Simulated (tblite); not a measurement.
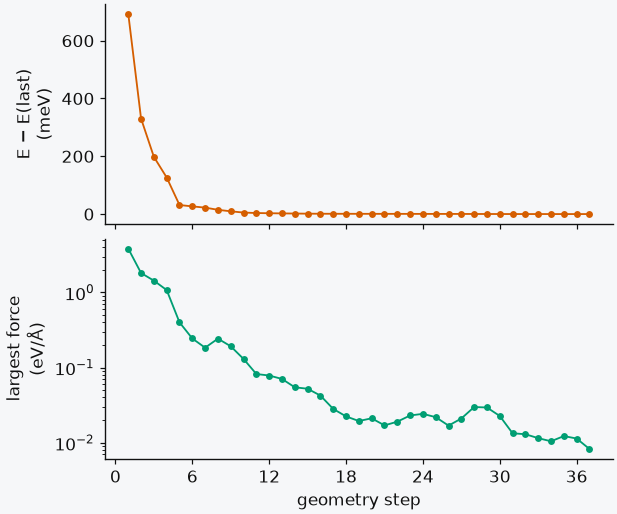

History of a geometry optimisation.

- system: C5H8PSi (SMILES Cc1c[p-]cc1[SiH3]) (charge −1)
- method: GFN2-xTB geometry optimisation, gas phase (tblite)

How did it end, and what did it gain?

Answer. The optimisation met its thresholds at geometry 37, counting the start as the first. The energy fell by about 690 meV from the first step to the last. The largest force goes from about 3.8 eV/Å at the start to 8 × 10⁻³ eV/Å at the end.

By which step was nine tenths of the energy gained?

Answer. By step 5 of 37.
